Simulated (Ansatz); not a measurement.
Input file:

```
crystal:
  periodic: [false, false, false]
  atoms:
    - { symbol: Ge, position_ang: [-0.460744, -0.883498, -0.59729] }
    - { symbol: "N", position_ang: [1.216175, -0.099769, -0.221433] }
    - { symbol: H, position_ang: [-0.356573, -1.995981, -1.674832] }
    - { symbol: H, position_ang: [-0.979537, -1.493042, 0.707136] }
    - { symbol: H, position_ang: [-1.364248, 0.227653, -1.148696] }
    - { symbol: H, position_ang: [0.147863, 1.179665, 1.379053] }
    - { symbol: O, position_ang: [-0.776392, 1.411126, 1.55699] }
    - { symbol: H, position_ang: [1.88548, -0.774681, 0.144382] }
    - { symbol: H, position_ang: [1.637243, 0.337305, -1.038812] }
    - { symbol: H, position_ang: [-0.949366, 2.091124, 0.893503] }
magnetization:
  spin_polarized: true
basis:
  gaussian: { orbitals: def2-SVP }
hamiltonian:
  xc: pbe0
  dispersion: d4
relax:
  f_tol: 0.03
  max_steps: 50
output:
  orbitals: {}
```

Command:

```sh
ansatz run input.yaml --threads 4 --pin off --max-ram 5120MiB --backend cpu --events-out ev --progress --plain --runs-dir out
```

The fields are those of the run's last geometry, not of the input's.

Method: UKS PBE0-D4/def2-SVP in Ansatz.

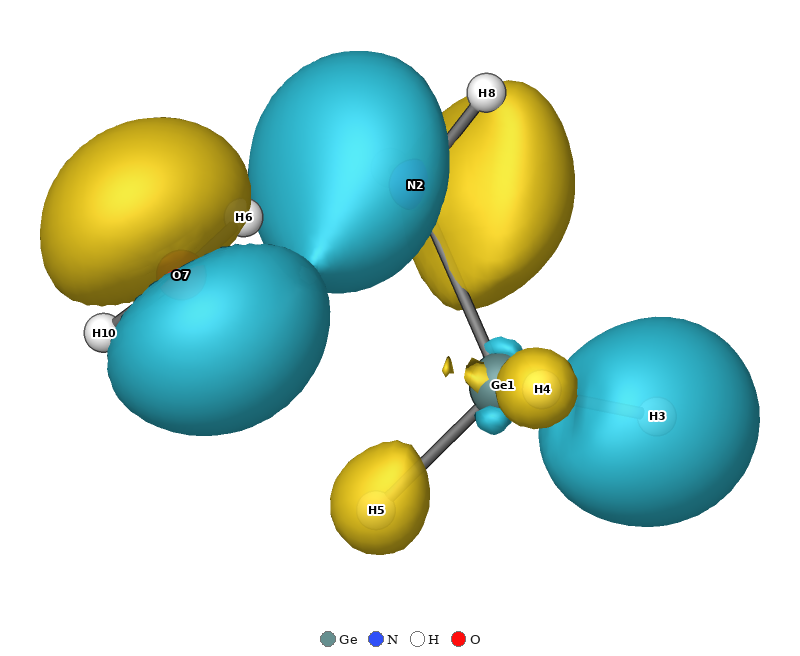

GeH$_{5}$N···H$_{2}$O. The HOMO−1 at ±0.1 Å⁻³ᐟ² (yellow and cyan are the two phases), seen at a tilt.

Question: What is the character of this orbital?

Answer: By Hirshfeld shares it lies mainly on O7 (about 40 %), N2 (about 30 %), Ge1 (about 10 %) and H3 (about 10 %). Its energy is −7.67 eV.
